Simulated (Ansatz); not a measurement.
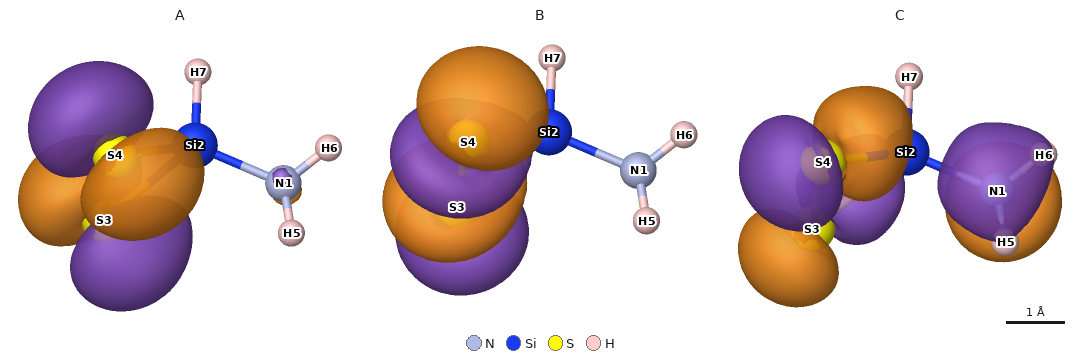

*H$_{3}$NS$_{2}$Si (SMILES N[SiH]1SS1). Three frontier orbitals at ±0.1 Å⁻³ᐟ² (orange and purple are the two phases), in no order.*

Level of theory: RKS LDA/cc-pVDZ (Ansatz).

Input

```
crystal:
  periodic: [false, false, false]
  atoms:
    - { symbol: "N", position_ang: [-0.7471, 0.8391, -0.463] }
    - { symbol: Si, position_ang: [0.5155, -0.1736, -0.4672] }
    - { symbol: S, position_ang: [1.18201, -0.09711, -2.49398] }
    - { symbol: S, position_ang: [2.32224, 0.66902, -1.03589] }
    - { symbol: H, position_ang: [-0.6624, 1.5513, 0.2579] }
    - { symbol: H, position_ang: [-1.6173, 0.3643, -0.2018] }
    - { symbol: H, position_ang: [0.33335, -1.62508, -0.11267] }
basis:
  gaussian: { orbitals: cc-pVDZ }
hamiltonian:
  xc: lda
relax:
  f_tol: 0.015
  max_steps: 40
output:
  orbitals: {}
```

Command:

```sh
ansatz run input.yaml --threads 1 --pin off --max-ram 2048MiB --backend cpu --events-out ev --progress --plain --runs-dir out
```

The fields are those of the relaxed geometry.

> Order the three orbitals by energy and name them.

C is the HOMO−1 (−6.39 eV). It lies mainly on N1 (about 40 %), S4 (about 25 %), S3 (about 20 %) and Si2 (about 10 %). A is the HOMO (−4.93 eV). By Hirshfeld shares it lies mainly on S4 (about 50 %) and S3 (about 45 %); π-antibonding (π*) across S4–S3. B is the LUMO (−2.67 eV). It lies mainly on S4 (about 50 %) and S3 (about 45 %).

> What is the HOMO–LUMO gap?

2.26 eV between the orbital energies.
